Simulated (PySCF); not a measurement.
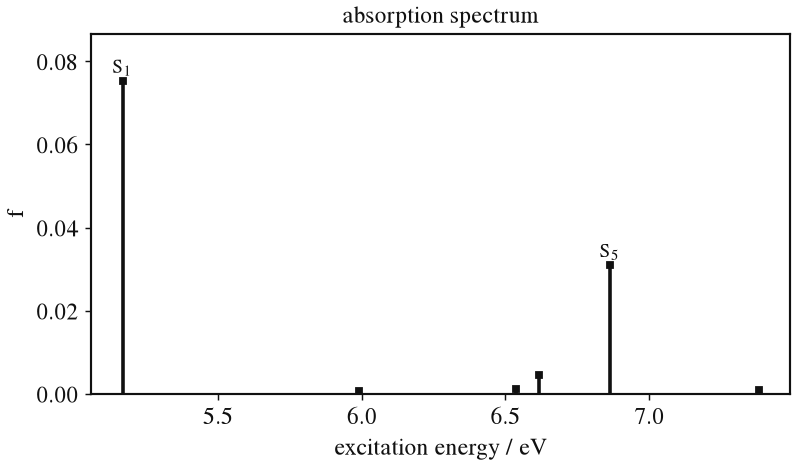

Vertical TDDFT excitations, PBE0/def2-SVPD, PySCF, at a GFN2-xTB geometry (no frequency check), gas phase. Only the first 6 singlet excitations are included.

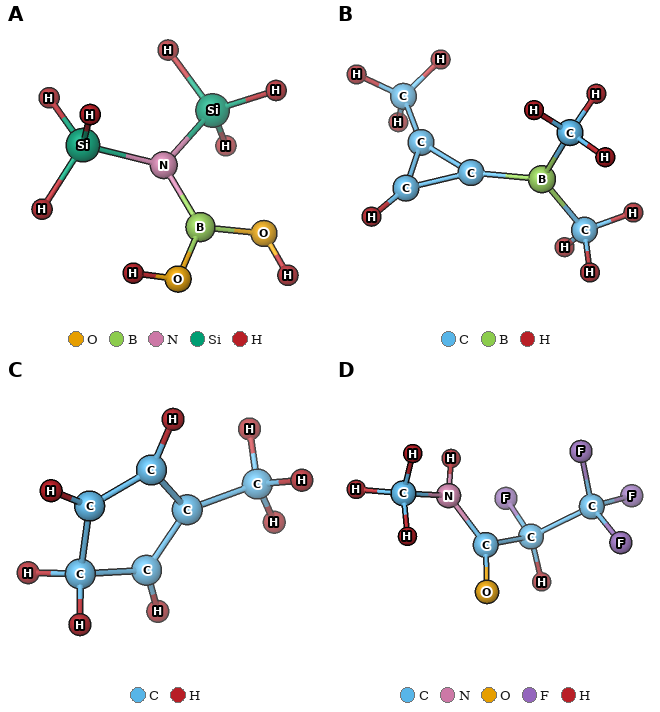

### Which molecule gives this spectrum? Choose among the lettered structures. Charge and spin: A neutral singlet; B +1 singlet; C neutral singlet; D neutral singlet.

Structure C, C₆H₈, SMILES CC1=CCC=C1. Its lowest singlet lies at 5.17 eV (f = 0.075) and the brightest of those computed is S1 at 5.17 eV (240 nm), f = 0.075, mainly HOMO → LUMO (98 %).

Known limits of this run: states above the negative HOMO energy depend on the basis; the tight-binding geometry is rougher than a DFT one and adds to the error; core orbitals are frozen in the response.
